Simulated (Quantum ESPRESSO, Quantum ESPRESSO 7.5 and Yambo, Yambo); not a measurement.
## CdSe (F-43m): G0W0 with Yambo, start to end

Wanted: ground state, empty states, screening and self-energy for CdSe (F-43m).

Method: PBE and many-body steps on it, plane waves, in Quantum ESPRESSO 7.5 and Yambo 5.3.0.

**Experimental background.**

- Gap 1.69 ± 0.02 eV: direct gap from (alpha E)^2 extrapolation; spectroscopic ellipsometry; 300 K; film (fully relaxed MBE film, 304 nm) on GaAs(100) (“Band gap bowing of binary alloys: Experimental results compared to theoretical tight-binding supercell calculations for CdZnSe”, 2010, arxiv:1007.2297).

## (1) The starting structure

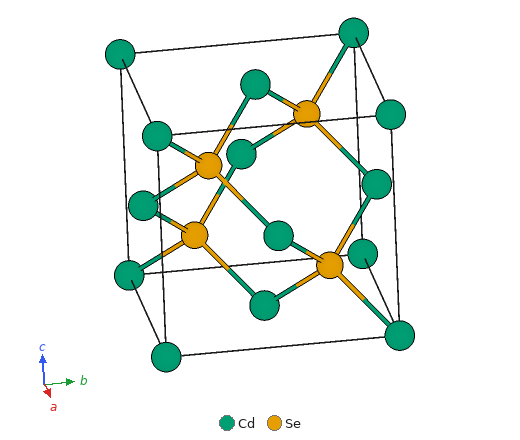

The starting structure, seen slightly off an axis (cadmium teal, selenium orange). This picture shows the conventional cell, with its axes. Bonds to atoms that aren't drawn are left out. Some periodic images of atoms are drawn too.

The lattice is a measured one from papers, the positions are the Materials Project's; both are kept fixed.

## (2) Ground state

This step: Quantum ESPRESSO 7.5; DFT, PBE with spin-orbit coupling, plane waves, norm-conserving pseudopotentials.

The ground-state density comes first.

Contents of pw.in:

```
&control
  calculation = 'scf'
  prefix = 'x'
  outdir = 'o'
  pseudo_dir = 'pseudo'
/
&system
  ibrav = 0
  nat = 2
  ntyp = 2
  ecutwfc = 104.0
  nbnd = 54
  force_symmorphic = .true.
  noncolin = .true.
  lspinorb = .true.
/
&electrons
  conv_thr = 1e-10
  electron_maxstep = 80
  mixing_beta = 0.5
/
ATOMIC_SPECIES
  Cd 112.41 Cd.upf
  Se 78.971 Se.upf
CELL_PARAMETERS angstrom
  0.0000000000 3.0250000000 3.0250000000
  3.0250000000 0.0000000000 3.0250000000
  3.0250000000 3.0250000000 0.0000000000
ATOMIC_POSITIONS crystal
  Cd 0.0000000000 0.0000000000 0.0000000000
  Se 0.7500000000 0.7500000000 0.7500000000
K_POINTS automatic
  6 6 6 0 0 0
```

Run with:

```console
> OMP_NUM_THREADS=1 mpirun -n 4 pw.x -nk 4 -in pw.in > pw.out
```

Output:

```text
Program PWSCF v.7.5 starts

     This program is part of the open-source Quantum ESPRESSO suite
     for quantum simulation of materials; please cite
         "P. Giannozzi et al., J. Phys.:Condens. Matter 21 395502 (2009);
         "P. Giannozzi et al., J. Phys.:Condens. Matter 29 465901 (2017);
         "P. Giannozzi et al., J. Chem. Phys. 152 154105 (2020);
     in publications or presentations arising from this work. More details at
     Message from routine setup:
     using ibrav=0 with symmetry is DISCOURAGED, use correct ibrav instead

     G-vector sticks info

     bravais-lattice index     =            0
     lattice parameter (alat)  =       8.0842  a.u.
     unit-cell volume          =     373.5964 (a.u.)^3
     number of atoms/cell      =            2
     number of atomic types    =            2
     number of electrons       =        44.00
     number of Kohn-Sham states=           54
     kinetic-energy cutoff     =     104.0000  Ry
     charge density cutoff     =     416.0000  Ry
     scf convergence threshold =      1.0E-10
     mixing beta               =       0.5000
     number of iterations used =            8  plain     mixing
     Exchange-correlation= PBE
                           (   1   4   3   4   0   0   0)
     Non magnetic calculation with spin-orbit

     celldm(1)=   8.084241  celldm(2)=   0.000000  celldm(3)=   0.000000
     celldm(4)=   0.000000  celldm(5)=   0.000000  celldm(6)=   0.000000

     crystal axes: (cart. coord. in units of alat)
               a(1) = (   0.000000   0.707107   0.707107 )
               a(2) = (   0.707107   0.000000   0.707107 )
               a(3) = (   0.707107   0.707107   0.000000 )

     reciprocal axes: (cart. coord. in units 2 pi/alat)
               b(1) = ( -0.707107  0.707107  0.707107 )
               b(2) = (  0.707107 -0.707107  0.707107 )
               b(3) = (  0.707107  0.707107 -0.707107 )
     Pseudo is Norm-conserving + core correction, Zval = 20.0
     Generated using ONCVPSP code by D. R. Hamann
     Using radial grid of 1368 points, 10 beta functions with:
     Pseudo is Norm-conserving + core correction, Zval = 24.0
     Generated using ONCVPSP code by D. R. Hamann
     Using radial grid of 1214 points, 10 beta functions with:
     Cd               20.00   112.41000     Cd( 1.00)
     Se               24.00    78.97100     Se( 1.00)

     24 Sym. Ops. (no inversion) found

   Cartesian axes

     site n.     atom                  positions (alat units)
         1        Cd     tau(   1) = (   0.0000000   0.0000000   0.0000000  )
         2        Se     tau(   2) = (   1.0606602   1.0606602   1.0606602  )

     number of k points=    16
                       cart. coord. in units 2pi/alat
        k(    1) = (   0.0000000   0.0000000   0.0000000), wk =   0.0046296
        k(    2) = (   0.1178511   0.1178511  -0.1178511), wk =   0.0370370
        k(    3) = (   0.2357023   0.2357023  -0.2357023), wk =   0.0370370
        k(    4) = (  -0.3535534  -0.3535534   0.3535534), wk =   0.0185185
        k(    5) = (   0.2357023   0.0000000  -0.0000000), wk =   0.0277778
        k(    6) = (   0.3535534   0.1178511  -0.1178511), wk =   0.1111111
        k(    7) = (  -0.2357023  -0.4714045   0.4714045), wk =   0.1111111
        k(    8) = (  -0.1178511  -0.3535534   0.3535534), wk =   0.1111111
        k(    9) = (   0.0000000  -0.2357023   0.2357023), wk =   0.0555556
        k(   10) = (   0.4714045   0.0000000  -0.0000000), wk =   0.0277778
     [... 4 further rows ...]
        k(   15) = (  -0.1178511  -0.3535534   0.5892557), wk =   0.1111111
        k(   16) = (  -0.7071068   0.2357023   0.0000000), wk =   0.0555556

     Dense  grid:    53497 G-vectors     FFT dimensions: (  54,  54,  54)

     Initial potential from superposition of free atoms

     starting charge      43.9997, renormalised to      44.0000
     Starting wfcs are   46 randomized atomic wfcs +    8 random wfcs

     per-process dynamical memory:   120.9 Mb

     Self-consistent Calculation

     iteration #  1     ecut=   104.00 Ry     beta= 0.50

     Threshold (ethr) on eigenvalues was too large:
     Diagonalizing with lowered threshold

     total energy              =   -1027.11287647 Ry
     estimated scf accuracy    <       0.08446925 Ry

     iteration #  2     ecut=   104.00 Ry     beta= 0.50

     total energy              =   -1027.13319035 Ry
     estimated scf accuracy    <       0.00827238 Ry

     iteration #  3     ecut=   104.00 Ry     beta= 0.50

     total energy              =   -1027.13448480 Ry
     estimated scf accuracy    <       0.00088641 Ry

     iteration #  4     ecut=   104.00 Ry     beta= 0.50

     total energy              =   -1027.13456558 Ry
     estimated scf accuracy    <       0.00004821 Ry

     iteration #  5     ecut=   104.00 Ry     beta= 0.50

     total energy              =   -1027.13456985 Ry
     estimated scf accuracy    <       0.00000463 Ry

     iteration #  6     ecut=   104.00 Ry     beta= 0.50

     total energy              =   -1027.13457070 Ry
     estimated scf accuracy    <       0.00000021 Ry

     iteration #  7     ecut=   104.00 Ry     beta= 0.50

     total energy              =   -1027.13457074 Ry
     estimated scf accuracy    <       0.00000009 Ry

     iteration #  8     ecut=   104.00 Ry     beta= 0.50

     total energy              =   -1027.13457075 Ry
     estimated scf accuracy    <          1.2E-09 Ry

     iteration #  9     ecut=   104.00 Ry     beta= 0.50

     total energy              =   -1027.13457075 Ry
     estimated scf accuracy    <          8.9E-10 Ry

     iteration # 10     ecut=   104.00 Ry     beta= 0.50

     End of self-consistent calculation

          k = 0.0000 0.0000 0.0000 (  6735 PWs)   bands (ev):

  -198.6353-198.6353-142.1087-142.1087-136.2371-136.2371-136.2371-136.2371
   -93.3038 -93.3038 -58.4140 -58.4140 -52.5967 -52.5967 -52.5967 -52.5967
   -38.8827 -38.8827 -38.8827 -38.8827 -37.9906 -37.9906 -37.9882 -37.9882
   -37.9882 -37.9882  -4.3362  -4.3362   0.0915   0.0915   0.0915   0.0915
     0.5915   0.5915   0.9050   0.9050   0.9050   0.9050   8.1027   8.1027
     8.4652   8.4652   8.4652   8.4652   8.9894   8.9894  14.0074  14.0074
    14.4179  14.4179  14.4179  14.4179  18.2099  18.2099

          k = 0.1179 0.1179-0.1179 (  6657 PWs)   bands (ev):

  -198.6353-198.6353-142.1087-142.1087-136.2371-136.2371-136.2371-136.2371
   -93.3038 -93.3038 -58.4141 -58.4141 -52.5967 -52.5967 -52.5967 -52.5967
   -38.8827 -38.8827 -38.8827 -38.8827 -37.9906 -37.9906 -37.9882 -37.9882
   -37.9882 -37.9882  -4.2407  -4.2407   0.0869   0.1209   0.1580   0.1580
     0.6413   0.6413   0.9010   0.9063   0.9063   0.9454   6.6168   6.6168
     8.0107   8.0107   8.2353   8.2594  10.2962  10.2962  14.0269  14.0269
    14.5095  14.5095  14.7463  14.7467  18.4926  18.5094

          k = 0.2357 0.2357-0.2357 (  6724 PWs)   bands (ev):

  -198.6353-198.6353-142.1087-142.1087-136.2371-136.2371-136.2371-136.2371
   -93.3038 -93.3038 -58.4141 -58.4141 -52.5969 -52.5969 -52.5967 -52.5967
   -38.8827 -38.8827 -38.8827 -38.8827 -37.9905 -37.9905 -37.9882 -37.9882
   -37.9882 -37.9882  -4.0467  -4.0467   0.1060   0.1400   0.3343   0.3343
     0.7236   0.7236   0.9460   0.9908   1.0203   1.0203   4.7647   4.7647
     7.6251   7.6251   7.8517   7.8747  10.7804  10.7804  14.7461  14.7461
    14.9640  14.9644  14.9646  14.9646  18.2212  18.2213

          k =-0.3536-0.3536 0.3536 (  6658 PWs)   bands (ev):

     [... further k-points ...]

     highest occupied, lowest unoccupied level (ev):     8.4652    8.9894

!    total energy              =   -1027.13457075 Ry
     estimated scf accuracy    <          7.3E-11 Ry

     The total energy is the sum of the following terms:
     one-electron contribution =    -880.66987419 Ry
     hartree contribution      =     418.46288741 Ry
     xc contribution           =    -106.18920273 Ry
     ewald contribution        =    -458.73838124 Ry

     convergence has been achieved in  10 iterations

     XML data file, charge density, pseudopotentials, collected wavefunctions

=------------------------------------------------------------------------------=
   JOB DONE.
=------------------------------------------------------------------------------=
```

Elapsed: 78 s, on 4 MPI ranks of Arm Neoverse V1, shared host; peak memory 0.89 GiB.

This step gave:

```yaml
total_energy: -13974.8778 eV
gap: 0.5242 eV
k_of_the_valence_top: 0, 0, 0
k_of_the_conduction_bottom: 0, 0, 0
least_direct_gap: 0.5242 eV
```

The gap is direct, at Γ.

## (3) Bands along the symmetry lines

Levels along a band path, at the cheap level, show where the edges lie and whether the meshes to come will hold them.

Contents of pw.in:

```
&control
  calculation = 'bands'
  prefix = 'x'
  outdir = 'o'
  pseudo_dir = 'pseudo'
/
&system
  ibrav = 0
  nat = 2
  ntyp = 2
  ecutwfc = 104.0
  nbnd = 56
  force_symmorphic = .true.
  noncolin = .true.
  lspinorb = .true.
/
&electrons
  conv_thr = 1e-9
  electron_maxstep = 80
  diago_full_acc = .true.
  diago_thr_init = 5e-6
/
ATOMIC_SPECIES
  Cd 112.41 Cd.upf
  Se 78.971 Se.upf
CELL_PARAMETERS angstrom
  0.0000000000 3.0250000000 3.0250000000
  3.0250000000 0.0000000000 3.0250000000
  3.0250000000 3.0250000000 0.0000000000
ATOMIC_POSITIONS crystal
  Cd 0.0000000000 0.0000000000 0.0000000000
  Se 0.7500000000 0.7500000000 0.7500000000
K_POINTS crystal
  50
  0.00000000 0.00000000 0.00000000 1
  -0.06250000 -0.06250000 0.00000000 1
  -0.12500000 -0.12500000 0.00000000 1
  -0.18750000 -0.18750000 0.00000000 1
  -0.25000000 -0.25000000 0.00000000 1
  -0.31250000 -0.31250000 0.00000000 1
  -0.37500000 -0.37500000 0.00000000 1
  -0.43750000 -0.43750000 0.00000000 1
  -0.50000000 -0.50000000 0.00000000 1
  -0.48437500 -0.48437500 0.03125000 1
  -0.46875000 -0.46875000 0.06250000 1
  -0.45312500 -0.45312500 0.09375000 1
  -0.43750000 -0.43750000 0.12500000 1
  -0.42187500 -0.42187500 0.15625000 1
  -0.40625000 -0.40625000 0.18750000 1
  -0.39062500 -0.39062500 0.21875000 1
  -0.37500000 -0.37500000 0.25000000 1
  -0.37500000 0.00000000 0.37500000 1
  -0.32812500 0.00000000 0.32812500 1
  -0.28125000 0.00000000 0.28125000 1
  -0.23437500 0.00000000 0.23437500 1
  -0.18750000 0.00000000 0.18750000 1
  -0.14062500 0.00000000 0.14062500 1
  -0.09375000 0.00000000 0.09375000 1
  -0.04687500 0.00000000 0.04687500 1
  0.00000000 0.00000000 0.00000000 1
  0.00000000 0.00000000 0.06250000 1
  0.00000000 0.00000000 0.12500000 1
  0.00000000 0.00000000 0.18750000 1
  0.00000000 0.00000000 0.25000000 1
  0.00000000 0.00000000 0.31250000 1
  0.00000000 0.00000000 0.37500000 1
  0.00000000 0.00000000 0.43750000 1
  -0.00000000 -0.00000000 0.50000000 1
  -0.06250000 -0.03125000 0.46875000 1
  -0.12500000 -0.06250000 0.43750000 1
  -0.18750000 -0.09375000 0.40625000 1
  -0.25000000 -0.12500000 0.37500000 1
  -0.31250000 -0.15625000 0.34375000 1
  -0.37500000 -0.18750000 0.31250000 1
  -0.43750000 -0.21875000 0.28125000 1
  -0.50000000 -0.25000000 0.25000000 1
  -0.50000000 -0.28125000 0.21875000 1
  -0.50000000 -0.31250000 0.18750000 1
  -0.50000000 -0.34375000 0.15625000 1
  -0.50000000 -0.37500000 0.12500000 1
  -0.50000000 -0.40625000 0.09375000 1
  -0.50000000 -0.43750000 0.06250000 1
  -0.50000000 -0.46875000 0.03125000 1
  -0.50000000 -0.50000000 0.00000000 1
```

Output:

```text
[banner, memory and clock lines left out]
Program PWSCF v.7.5 starts

     Atomic positions and unit cell read from directory:
     o/x.save/

     Message from routine setup:
     using ibrav=0 with symmetry is DISCOURAGED, use correct ibrav instead

     G-vector sticks info

     bravais-lattice index     =            0
     lattice parameter (alat)  =       8.0842  a.u.
     unit-cell volume          =     373.5964 (a.u.)^3
     number of atoms/cell      =            2
     number of atomic types    =            2
     number of electrons       =        44.00
     number of Kohn-Sham states=           56
     kinetic-energy cutoff     =     104.0000  Ry
     charge density cutoff     =     416.0000  Ry
     Exchange-correlation= PBE
                           (   1   4   3   4   0   0   0)
     Non magnetic calculation with spin-orbit

     celldm(1)=   8.084241  celldm(2)=   0.000000  celldm(3)=   0.000000
     celldm(4)=   0.000000  celldm(5)=   0.000000  celldm(6)=   0.000000

     crystal axes: (cart. coord. in units of alat)
               a(1) = (   0.000000   0.707107   0.707107 )
               a(2) = (   0.707107   0.000000   0.707107 )
               a(3) = (   0.707107   0.707107   0.000000 )

     reciprocal axes: (cart. coord. in units 2 pi/alat)
               b(1) = ( -0.707107  0.707107  0.707107 )
               b(2) = (  0.707107 -0.707107  0.707107 )
               b(3) = (  0.707107  0.707107 -0.707107 )
     Pseudo is Norm-conserving + core correction, Zval = 20.0
     Generated using ONCVPSP code by D. R. Hamann
     Using radial grid of 1368 points, 10 beta functions with:
     Pseudo is Norm-conserving + core correction, Zval = 24.0
     Generated using ONCVPSP code by D. R. Hamann
     Using radial grid of 1214 points, 10 beta functions with:
     Cd               20.00   112.41000     Cd( 1.00)
     Se               24.00    78.97100     Se( 1.00)

     24 Sym. Ops. (no inversion) found

   Cartesian axes

     site n.     atom                  positions (alat units)
         1        Cd     tau(   1) = (   0.0000000   0.0000000   0.0000000  )
         2        Se     tau(   2) = (   1.0606602   1.0606602   1.0606602  )

     number of k points=    50
                       cart. coord. in units 2pi/alat
        k(    1) = (   0.0000000   0.0000000   0.0000000), wk =   0.0200000
        k(    2) = (   0.0000000   0.0000000  -0.0883883), wk =   0.0200000
        k(    3) = (   0.0000000   0.0000000  -0.1767767), wk =   0.0200000
[...]
[... 38 further rows ...]
        k(   49) = (   0.0441942  -0.0000000  -0.7071068), wk =   0.0200000
        k(   50) = (   0.0000000   0.0000000  -0.7071068), wk =   0.0200000

     Dense  grid:    53497 G-vectors     FFT dimensions: (  54,  54,  54)

     The potential is recalculated from file :
     o/x.save/charge-density

     Starting wfcs are   46 randomized atomic wfcs +   10 random wfcs

     Band Structure Calculation

     End of band structure calculation

          k = 0.0000 0.0000 0.0000 (  6735 PWs)   bands (ev):

  -198.6355-198.6355-142.1088-142.1088-136.2373-136.2373-136.2373-136.2373
   -93.3038 -93.3038 -58.4140 -58.4140 -52.5967 -52.5967 -52.5967 -52.5967
   -38.8828 -38.8828 -38.8828 -38.8828 -37.9907 -37.9907 -37.9883 -37.9883
   -37.9883 -37.9883  -4.3362  -4.3362   0.0915   0.0915   0.0915   0.0915
[...]
k = 0.0000 0.0000-0.0884 (  6703 PWs)   bands (ev):

  -198.6355-198.6355-142.1088-142.1088-136.2373-136.2373-136.2373-136.2373
[...]
k = 0.0000 0.0000-0.1768 (  6667 PWs)   bands (ev):

  -198.6355-198.6355-142.1088-142.1088-136.2373-136.2373-136.2373-136.2373
[...]
k =-0.0000 0.0000-0.2652 (  6679 PWs)   bands (ev):

[...]
k = 0.0000 0.0000-0.3536 (  6715 PWs)   bands (ev):

[...]
k = 0.0000-0.0000-0.4419 (  6698 PWs)   bands (ev):

[...]
k =-0.0000 0.0000-0.5303 (  6686 PWs)   bands (ev):

[...]
k = 0.0000-0.0000-0.6187 (  6710 PWs)   bands (ev):

[...]
k = 0.5303-0.0000-0.5303 (  6713 PWs)   bands (ev):

[...]
k = 0.0000 0.0000 0.0000 (  6735 PWs)   bands (ev):

[...]
k = 0.1326 0.0000-0.7071 (  6698 PWs)   bands (ev):

[...]
k = 0.0884-0.0000-0.7071 (  6702 PWs)   bands (ev):

[...]
k = 0.0442-0.0000-0.7071 (  6728 PWs)   bands (ev):

  -198.6355-198.6355-142.1088-142.1088-136.2373-136.2373-136.2373-136.2373
[...]
k = 0.0000 0.0000-0.7071 (  6710 PWs)   bands (ev):

  -198.6355-198.6355-142.1088-142.1088-136.2373-136.2373-136.2373-136.2373
[...]
6.3715   6.3715   6.4983   6.4983  11.4632  11.4632  12.1299  12.1299
    17.5024  17.5024  18.6027  18.6028  18.7130  18.7130  20.6974  20.6974

     XML data file, pseudopotentials, collected wavefunctions
```

The job ended after 60 s (4 MPI ranks; peak memory 0.6 GiB; 4 min of CPU time).

This step gave:

```yaml
gap: 0.5242 eV
k_of_the_valence_top: 0, 0, 0
k_of_the_conduction_bottom: 0, 0, 0
least_direct_gap: 0.5242 eV
```

The gap is 0.524 eV, as in the run before at this level.

The electronic bands at the labelled points (eV, zero at the top of the highest filled band):

```
    point  band 41  band 42  band 43  band 44  band 45  band 46  band 47  band 48
        Γ     0.00     0.00     0.00     0.00     0.52     0.52     5.54     5.54
        X    -2.09    -2.09    -1.97    -1.97     3.00     3.00     3.66     3.66
        U    -2.76    -2.68    -1.68    -1.68     3.59     3.60     5.02     5.13
jump to K    -2.76    -2.68    -1.68    -1.68     3.59     3.60     5.02     5.13
        Γ     0.00     0.00     0.00     0.00     0.52     0.52     5.54     5.54
        L    -1.01    -1.01    -0.78    -0.78     2.30     2.30     6.25     6.25
        W    -2.53    -2.39    -2.36    -2.35     4.88     5.07     5.09     5.13
        X    -2.09    -2.09    -1.97    -1.97     3.00     3.00     3.66     3.66
```

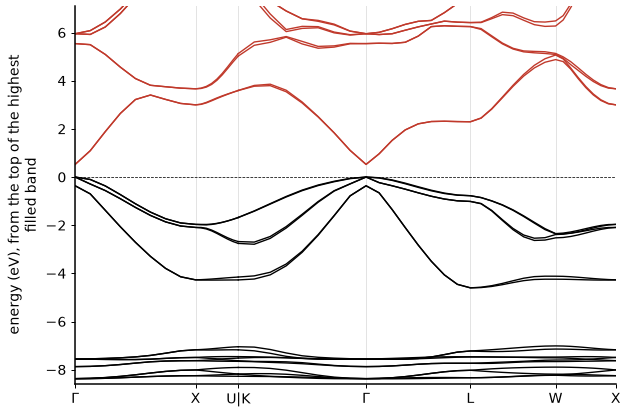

Electronic bands along the path; lines of filled and empty bands in two colours.

(Continued in part 2 of 3.)

[Paths, hosts, dates, memory and timing lines, banners, echoed tables and standing remarks are left out of the program output.]

[Logs are printed without paths, hosts, clocks, repeated set-up lines and the standing remarks that a program may print on its own settings, such as how far it seeks lower states.]

[Runs of the session that timed out or met a known fault of the program may be left out.]

[Hosts, paths, dates, database ids (printed as entryN), source tags and the programs' standing remarks are cut or masked in the printed files.]
